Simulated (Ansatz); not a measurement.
**Run report: CH3BClFOSi, geometry relaxation (part 2 of 2)**

The same run, continued: CH3BClFOSi; RKS B3LYP-D4/def2-SVP (Ansatz 0.2.0). It belongs to a series of runs on one base structure; here: end point A relaxed.

Geometry of the input (Å):
```
F  1.3341  -1.8164  -0.3292
C  0.9794  -0.4328  -0.2014
O  0.3842  0.0712  -1.3876
B  -0.8191  0.6047  -0.8762
Cl -1.8460  2.1129  -1.2827
Si -0.4488  -0.1746  0.8586
H  1.8914  0.1717  0.1155
H  -1.1540  -1.4115  1.1290
H  -0.2327  0.8285  1.9570
```

```
mean field -26916.93473460 eV, -989.1791065428 hartree, gradient 2.2e-5 eV, S^2 0.000000; 1 other end points of the search recorded, 0 dependent functions left out
the calculation of the forces begins
reference -26916.93497009 eV, -989.1791151970 hartree; 31, 31 occupied and 76, 76 virtual orbitals, 1121 factors
Total energy: -26917.30335932 eV, -989.1926532515 hartree
Atom 0 at     1.192461    -1.691742    -0.640470 Å, force     0.000754    -0.000287    -0.000058 eV/Å
Atom 1 at     1.020924    -0.415487    -0.194126 Å, force    -0.001717     0.008972    -0.008876 eV/Å
Atom 2 at     0.439220     0.371118    -1.263392 Å, force     0.004423    -0.006837     0.008472 eV/Å
Atom 3 at    -0.773353     0.775109    -0.789067 Å, force     0.001417     0.003867     0.003263 eV/Å
Atom 4 at    -1.842355     1.793022    -1.725204 Å, force    -0.000283    -0.000513    -0.001339 eV/Å
Atom 5 at    -0.509022    -0.141646     0.993157 Å, force     0.000684    -0.006201    -0.002681 eV/Å
Atom 6 at     2.013024     0.006670     0.039055 Å, force    -0.005688    -0.001721     0.000599 eV/Å
Atom 7 at    -1.225282    -1.398576     1.341838 Å, force     0.000102     0.001250     0.002054 eV/Å
Atom 8 at    -0.227119     0.655232     2.221208 Å, force     0.000309     0.001470    -0.001434 eV/Å
Dipole moment:     0.018592     0.091770     0.423321 e Å
```

**Trajectory as extended XYZ (Å, eV, eV/Å), 11 frames, from step=1 to step=11**
```
9
Properties=species:S:1:pos:R:3:forces:R:3 step=1 energy=-26916.25087
F     1.3341   -1.8164   -0.3292   -0.1651   1.8811  -0.2841
C     0.9794   -0.4328   -0.2014    2.8406  -1.6076  -0.2256
O     0.3842    0.0712   -1.3876   -0.9138   0.9983  -0.8247
B    -0.8191    0.6047   -0.8762    0.0201   1.5860  -0.3164
Cl   -1.8460    2.1129   -1.2827    1.2805  -1.7555  -0.4213
Si   -0.4488   -0.1746    0.8586   -2.1904   0.6681   2.3070
H     1.8914    0.1717    0.1155   -0.5006  -0.7567  -0.9208
H    -1.1540   -1.4115    1.1290   -0.2685  -0.5953   0.5821
H    -0.2327    0.8285    1.9570   -0.1028  -0.4183   0.1037
9
Properties=species:S:1:pos:R:3:forces:R:3 step=2 energy=-26916.92710
F     1.3390   -1.7610   -0.4238   -0.3305   1.1119  -0.0262
C     0.9707   -0.4213   -0.1997    2.2049  -1.3954  -0.4804
O     0.3693    0.1269   -1.3769   -0.9703   0.8231   0.1360
B    -0.7829    0.6812   -0.8178   -0.3859   1.0005  -0.9847
Cl   -1.7958    2.0614   -1.4674    1.0093  -1.3148   0.1318
Si   -0.4904   -0.1810    0.9268   -1.0316   0.4248   1.1358
H     1.9142    0.1375    0.0261   -0.3944  -0.2389  -0.2555
H    -1.1724   -1.4464    1.2491   -0.0888  -0.1543   0.1982
H    -0.2630    0.7564    2.0665   -0.0128  -0.2569   0.1450
9
Properties=species:S:1:pos:R:3:forces:R:3 step=3 energy=-26917.24146
F     1.3067   -1.7127   -0.5290   -0.2446   0.2815   0.0003
C     0.9864   -0.4156   -0.2066    0.7052  -0.5966  -0.2993
O     0.3699    0.2299   -1.3488   -0.3163  -0.0084   0.4929
B    -0.7913    0.7122   -0.8053   -0.1262   0.5912  -0.4899
Cl   -1.7473    1.9553   -1.6197    0.1073  -0.3630   0.0704
Si   -0.5226   -0.1568    0.9797   -0.1099  -0.0307   0.1808
H     1.9397    0.0998   -0.0102   -0.0040   0.1347   0.0679
H    -1.1981   -1.4353    1.3348    0.0023   0.0479  -0.0082
H    -0.2549    0.6768    2.1882   -0.0139  -0.0566  -0.0150
9
Properties=species:S:1:pos:R:3:forces:R:3 step=4 energy=-26917.24548
F     1.2161   -1.7044   -0.6418    0.2287  -0.2699  -0.1228
C     1.0291   -0.4441   -0.2088   -0.8099   0.5967   0.5194
O     0.4199    0.3316   -1.2686    0.6914  -0.0636  -0.7254
B    -0.7516    0.8028   -0.8114   -0.4658  -0.4791   1.1314
Cl   -1.8435    1.8079   -1.7146   -0.0249   0.1718  -0.2122
Si   -0.4943   -0.1466    1.0094   -0.1047   0.2873  -0.6201
H     1.9760    0.0440    0.0452    0.4185  -0.1558  -0.1021
H    -1.2286   -1.3945    1.3400   -0.0322  -0.0511   0.0387
H    -0.2344    0.6571    2.2335    0.0989  -0.0365   0.0932
9
Properties=species:S:1:pos:R:3:forces:R:3 step=5 energy=-26917.28476
F     1.2101   -1.6894   -0.6628   -0.0629  -0.0821   0.1347
C     1.0087   -0.4298   -0.1916    0.2525   0.3049  -0.1036
O     0.4447    0.3657   -1.2585   -0.7983   0.1579   0.2196
B    -0.7833    0.7743   -0.7762    0.6096  -0.0320  -0.4153
Cl   -1.8314    1.7836   -1.7429   -0.0508   0.0067   0.0561
Si   -0.5118   -0.1295    1.0030    0.0186  -0.3059  -0.0299
H     1.9882    0.0196    0.0438    0.0711  -0.1300   0.1099
H    -1.2332   -1.3916    1.3333   -0.0203   0.0691   0.0415
H    -0.2035    0.6507    2.2348   -0.0196   0.0114  -0.0131
9
Properties=species:S:1:pos:R:3:forces:R:3 step=6 energy=-26917.27876 accepted=F
F     1.2396   -1.6966   -0.5673    0.1726  -0.0797  -0.2219
C     1.0324   -0.4016   -0.2050   -0.5476  -0.3069   0.2827
O     0.4021    0.3041   -1.2978    0.2040   0.1338  -0.1050
B    -0.7775    0.7660   -0.7975   -0.0746  -0.0690   0.1482
Cl   -1.8242    1.8416   -1.6940    0.0178  -0.0350  -0.0423
Si   -0.5117   -0.1600    0.9853    0.1499   0.3378  -0.0244
H     2.0040    0.0677    0.0126    0.0490   0.0513  -0.0469
H    -1.2772   -1.3882    1.3321    0.1037  -0.0573  -0.0437
H    -0.1990    0.6208    2.2147   -0.0746   0.0250   0.0534
9
Properties=species:S:1:pos:R:3:forces:R:3 step=7 energy=-26917.30225
F     1.2181   -1.6975   -0.6292   -0.0231   0.0748   0.0173
C     1.0176   -0.4191   -0.1984    0.0184  -0.0387   0.0249
O     0.4251    0.3470   -1.2748    0.0071  -0.0081  -0.0077
B    -0.7746    0.7740   -0.7887   -0.0081   0.0154  -0.0023
Cl   -1.8343    1.8069   -1.7194   -0.0038  -0.0052   0.0016
Si   -0.5069   -0.1398    0.9944   -0.0247  -0.0210  -0.0131
H     1.9982    0.0277    0.0370    0.0224  -0.0216  -0.0194
H    -1.2370   -1.3916    1.3345    0.0104   0.0010   0.0021
H    -0.2178    0.6462    2.2276    0.0014   0.0033  -0.0033
9
Properties=species:S:1:pos:R:3:forces:R:3 step=8 energy=-26917.30269
F     1.2111   -1.6942   -0.6296   -0.0068  -0.0289  -0.0108
C     1.0188   -0.4180   -0.1964    0.0096   0.0242   0.0257
O     0.4277    0.3513   -1.2719   -0.0041   0.0209  -0.0048
B    -0.7737    0.7767   -0.7877   -0.0019  -0.0094  -0.0170
Cl   -1.8372    1.8023   -1.7223    0.0020  -0.0015   0.0058
Si   -0.5079   -0.1397    0.9940   -0.0016  -0.0043   0.0036
H     2.0036    0.0220    0.0352    0.0006  -0.0055  -0.0034
H    -1.2346   -1.3932    1.3344    0.0057   0.0007   0.0006
H    -0.2193    0.6465    2.2273   -0.0034   0.0038   0.0003
9
Properties=species:S:1:pos:R:3:forces:R:3 step=9 energy=-26917.30292
F     1.2040   -1.6928   -0.6334   -0.0018  -0.0404  -0.0129
C     1.0199   -0.4172   -0.1953   -0.0001   0.0436   0.0192
O     0.4318    0.3587   -1.2685    0.0059   0.0081  -0.0090
B    -0.7740    0.7758   -0.7888    0.0039  -0.0004   0.0054
Cl   -1.8397    1.7983   -1.7239    0.0006  -0.0020   0.0012
Si   -0.5081   -0.1395    0.9940   -0.0015  -0.0091  -0.0032
H     2.0079    0.0159    0.0364   -0.0073  -0.0030  -0.0026
H    -1.2315   -1.3942    1.3359    0.0031  -0.0020   0.0040
H    -0.2217    0.6487    2.2265   -0.0029   0.0053  -0.0021
9
Properties=species:S:1:pos:R:3:forces:R:3 step=10 energy=-26917.30309
F     1.1940   -1.6921   -0.6389    0.0003  -0.0099  -0.0020
C     1.0210   -0.4160   -0.1943   -0.0007   0.0258  -0.0054
O     0.4377    0.3687   -1.2645    0.0085  -0.0044   0.0091
B    -0.7730    0.7765   -0.7886    0.0016  -0.0047   0.0026
Cl   -1.8428    1.7927   -1.7256    0.0012   0.0019   0.0000
Si   -0.5084   -0.1402    0.9937    0.0005  -0.0084  -0.0024
H     2.0129    0.0079    0.0380   -0.0125  -0.0036  -0.0019
H    -1.2262   -1.3971    1.3393   -0.0006   0.0009   0.0027
H    -0.2267    0.6533    2.2239    0.0017   0.0025  -0.0026
9
Properties=species:S:1:pos:R:3:forces:R:3 step=11 energy=-26917.30312
F     1.1925   -1.6917   -0.6405    0.0008  -0.0003  -0.0001
C     1.0209   -0.4155   -0.1941   -0.0017   0.0090  -0.0089
O     0.4392    0.3711   -1.2634    0.0044  -0.0068   0.0085
B    -0.7734    0.7751   -0.7891    0.0014   0.0039   0.0033
Cl   -1.8424    1.7930   -1.7252   -0.0003  -0.0005  -0.0013
Si   -0.5090   -0.1416    0.9932    0.0007  -0.0062  -0.0027
H     2.0130    0.0067    0.0391   -0.0057  -0.0017   0.0006
H    -1.2253   -1.3986    1.3418    0.0001   0.0013   0.0021
H    -0.2271    0.6552    2.2212    0.0003   0.0015  -0.0014
```

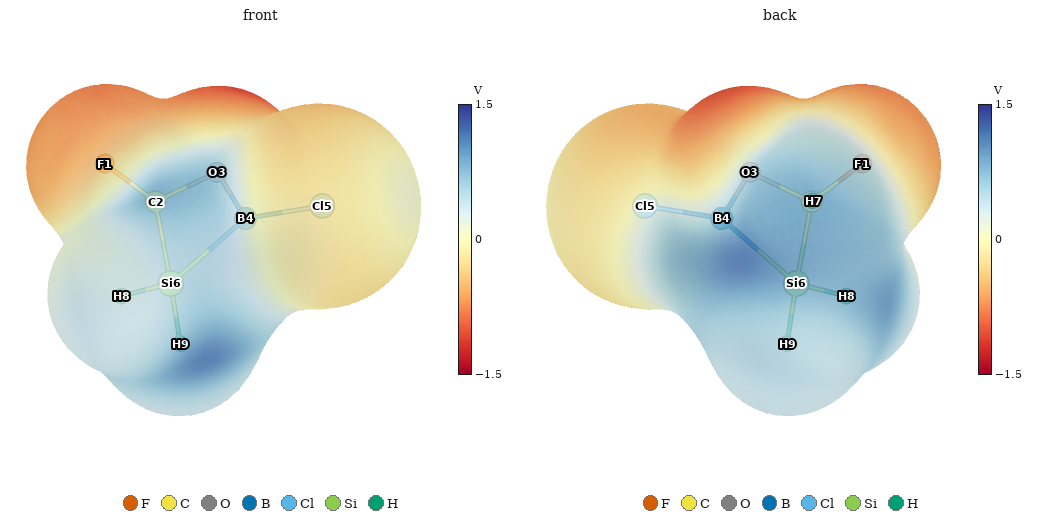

*The electrostatic potential painted on the density surface at 0.001 e/bohr³, seen at a tilt and from behind; red is negative and blue positive.*

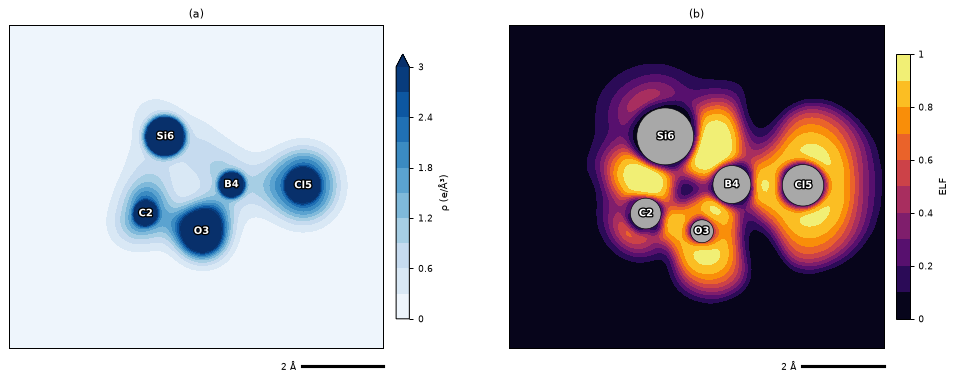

*(a) electron density; (b) ELF on the plane of atoms O3, C2 and Si6. Grey discs, where drawn, cover atomic cores.*

B–O (1.36 Å): ρ is about 2.2 e/Å³ halfway; the ELF peaks at about 0.90 between the atoms (a polar covalent bond).
